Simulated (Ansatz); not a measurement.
# BrCl₂FHf: an energy map over bond length F1–Hf2 and angle Cl4–Hf2–F1

A grid of calculations on BrCl₂FHf, SMILES [F][Hf]([Cl])([Cl])[Br], to see where the energy is lowest and how it rises around there.

Program: Ansatz 0.2.0. Level of theory: RHF/def2-SVP. These are calculated values, not measurements.

## 1. The starting structure

SMILES `[F][Hf]([Cl])([Cl])[Br]`, 5 atoms, charge 0, spin multiplicity 1.

Atoms are counted from 1 here; the program's logs count them from 0.

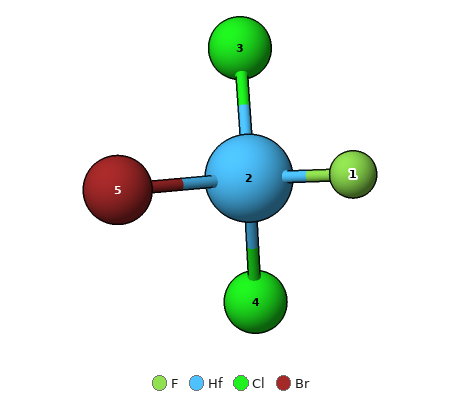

Start geometry, drawn with colours as in the key; atoms are numbered from 1 in the order of the file.

Geometry (Å):

```xyz
5

F    -0.3533   -0.3695    1.9137
Hf   -0.0066   -0.0593    0.0705
Cl    1.9858   -1.1368   -0.5255
Cl   -1.7891   -0.9010   -1.1943
Br    0.2132    2.3929   -0.3058
```

This geometry comes from a loose relaxation at PBE in a small basis, which is not shown.

## 3. Plan of the scan

The axes are (1) bond length F1–Hf2: 13 values from 1.591 to 2.462 Å; (2) angle Cl4–Hf2–F1: 13 values from 83.4 to 133.4 °.

Nothing else is relaxed (all other coordinates rigid). Energies count from the relaxed molecule at the same level.

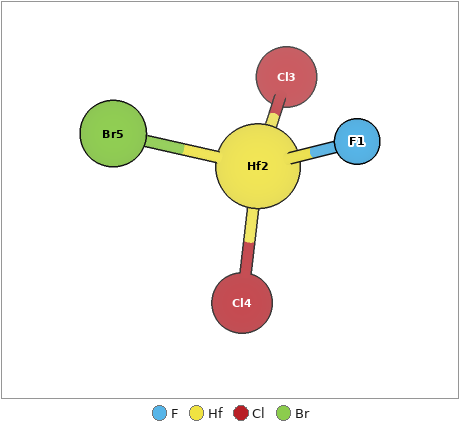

The geometry at bond length F1–Hf2 = 2.244 Å, angle Cl4–Hf2–F1 = 120.9°.

(The set-up runs are not shown.)

## 4. Grid point bond length F1–Hf2 = 1.881 Å, angle Cl4–Hf2–F1 = 108.4°

Contents of input.yaml:

```yaml
crystal:
  periodic: [false, false, false]
  atoms:
    - { symbol: F, position_ang: [-0.350513, -0.371014, 1.899375] }
    - { symbol: Hf, position_ang: [-0.007748, -0.057508, 0.076633] }
    - { symbol: Cl, position_ang: [1.995025, -1.156807, -0.50509] }
    - { symbol: Cl, position_ang: [-1.807822, -0.919678, -1.178097] }
    - { symbol: Br, position_ang: [0.21115, 2.422487, -0.284144] }
basis:
  gaussian: { orbitals: def2-SVP }
hamiltonian:
  xc: hf
output:
  forces: true
```

Launch:

```console
$ ansatz run input.yaml --threads 1 --pin off --max-ram 2560MiB --backend cpu --events-out ev --progress --plain --runs-dir out
```

The session goes on with these runs: the other points that were computed.

What does the calculation give? Wanted: lowest point; highest computed point; largest force on an atom.

**Answer**, as computed:

| quantity | value |
| --- | --- |
| lowest point | bond length F1–Hf2 = 1.881 Å, angle Cl4–Hf2–F1 = 108.4°, 0.06 kcal/mol |
| highest computed point | bond length F1–Hf2 = 1.591 Å, angle Cl4–Hf2–F1 = 133.4°, 67.5 kcal/mol above the lowest |
| largest force on an atom (eV/Å) | 0.4 at bond length F1–Hf2 = 1.881 Å, angle Cl4–Hf2–F1 = 104.3° to 21.6 at bond length F1–Hf2 = 1.591 Å, angle Cl4–Hf2–F1 = 133.4°; 0.4 at the lowest point |
| time for the whole task | 11 min on 1 thread, shared host |

The lowest computed point is at bond length F1–Hf2 = 1.881 Å, angle Cl4–Hf2–F1 = 108.4°, 0.06 kcal/mol from the relaxed molecule at the same level. The grid is coarse, so the lowest point of the scanned range may lie between grid points; coordinates that were held can hide deeper minima. The grid shows no other well, apart from its symmetry copies. The highest computed point, bond length F1–Hf2 = 1.591 Å, angle Cl4–Hf2–F1 = 133.4°, lies 67.5 kcal/mol above the lowest. Round the minimum the two coordinates are nearly uncoupled.
